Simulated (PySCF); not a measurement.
Te(Me)(OMe), C2H6OTe, SMILES [Te](C)OC, singlet at its CAM-B3LYP/def2-SVP optimised geometry (Å):

```
10

Te    -1.2452    -1.2810     0.0000
C     -1.4402     0.8574     0.0000
H     -2.4910     1.0937     0.2194
H     -1.1642     1.2810    -0.9726
H     -0.8017     1.2615     0.7947
O      0.7518    -1.2810     0.0000
C      1.4095    -1.1464    -1.2336
H      1.2213    -0.1683    -1.7154
H      2.4910    -1.2217    -1.0352
H      1.1370    -1.9368    -1.9565
```

Computed with CAM-B3LYP/def2-TZVP, def2 effective core potentials past Kr run with PySCF. The core electrons that the potentials of Te replace are not part of the density. Cells within 0.4 Å of a nucleus heavier than hydrogen are left out (blank, or x).

Map of the LUMO amplitude (bohr^(-3/2)), clipped to [-0.25, 0.25] on the plane z = 0.0 Å; orbital energy -0.43 eV, overall sign arbitrary:

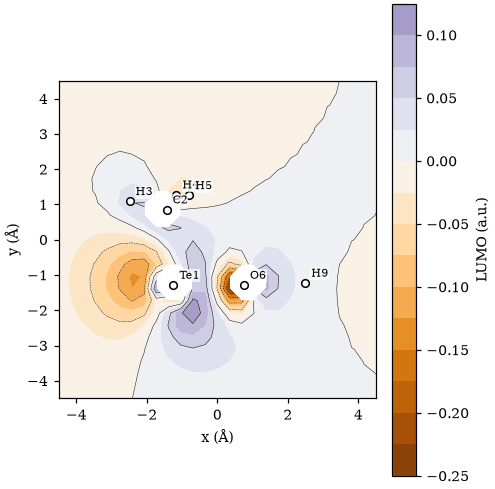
Figure. LUMO amplitude (bohr^(-3/2)), clipped to [-0.25, 0.25] on the plane z = 0.0 Å.
